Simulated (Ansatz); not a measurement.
Start from CuI in the zinc blende structure (space group F-43m, No. 216; a = 6.0209 Å).

It is then changed as follows: cell and atoms relaxed at a pressure of 30 GPa.

Calculations: Ansatz (an electronic-structure program) r2SCAN, scalar-relativistic without spin-orbit coupling, earlier PAW set.

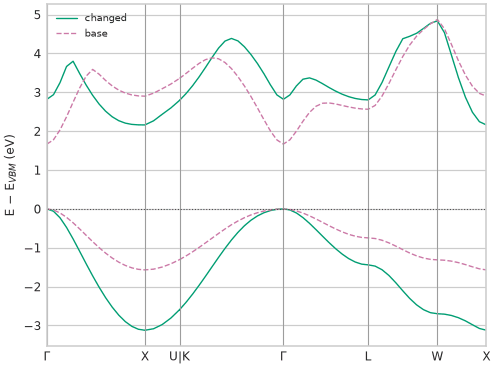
*Highest valence and lowest conduction band along the path, each from its own valence-band maximum*

Problem. From the figure, how large is the changed gap, and is it direct?

Solution. About 2.2 eV, indirect, Γ → X.

Spin-orbit coupling, missing from the scalar runs, can matter with I. Load acts through the strain it causes; cell and atoms are relaxed under it. No phonon test of stability was made. Tetrahedral semiconductors of this kind turn to denser phases somewhere between about 1 and 50 GPa; those were not computed, so compressed cells here can lie past the real transition. The final runs are not spin-polarised.
